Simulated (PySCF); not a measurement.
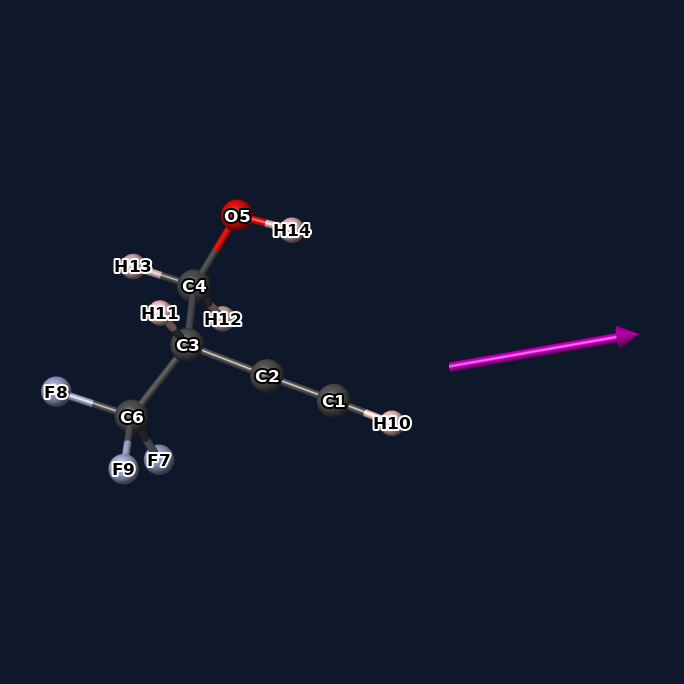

The arrow beside the molecule shows the direction of the dipole moment, from the negative to the positive end (its length means nothing). The geometry was computed by an optimisation with GFN2-xTB. No frequency run is at hand to confirm it as a minimum. Properties computed with PBE0/pcSseg-1, gas phase (PySCF 2.14.0).

How large is the dipole moment?

Answer. 1.93 D; it points from the side of F8 to the side of H10 (the outermost atoms at the two ends).
